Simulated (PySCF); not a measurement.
Molecule: C9H5N, SMILES C#Cc1cccc(C#N)c1. Atoms near the plane z = 0.6 Å, at the GFN2-xTB optimised geometry (x, y, z in Å): C1 (-2.7, -2.4, 0.0), C2 (-2.1, -1.3, 0.0), C3 (-1.4, -0.1, 0.0), C4 (-2.1, 1.1, 0.0), C5 (-1.4, 2.3, 0.0), C6 (0.0, 2.3, 0.0), C7 (0.7, 1.1, 0.0), C8 (2.1, 1.1, 0.0), N9 (3.2, 1.1, 0.0), C10 (0.0, -0.1, 0.0), H11 (-3.2, -3.3, 0.0), H12 (-3.2, 1.1, 0.0), H13 (-1.9, 3.3, 0.0), H14 (0.5, 3.3, 0.0), H15 (0.5, -1.0, 0.0).

Computed with PySCF 2.14.0 with CAM-B3LYP/def2-TZVP. The values are rescaled to run from 0 to 1.

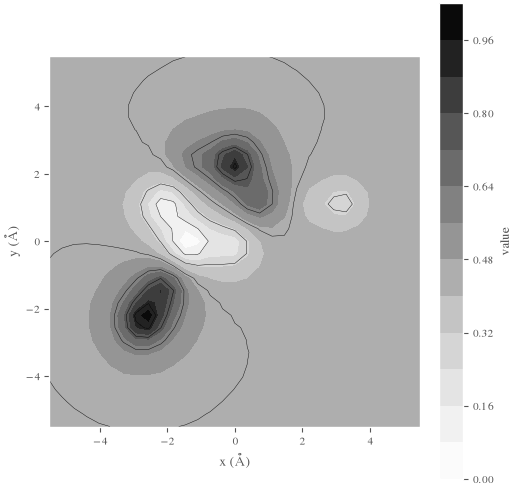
Figure: a field on the plane z = 0.6 Å.

Task: Which quantity is mapped?
A. Laplacian of the electron density
B. electrostatic potential
C. deformation density (molecule minus spherical neutral atoms)
D. an orbital amplitude

Result: D, an orbital amplitude. In full: HOMO amplitude (bohr^(-3/2)).
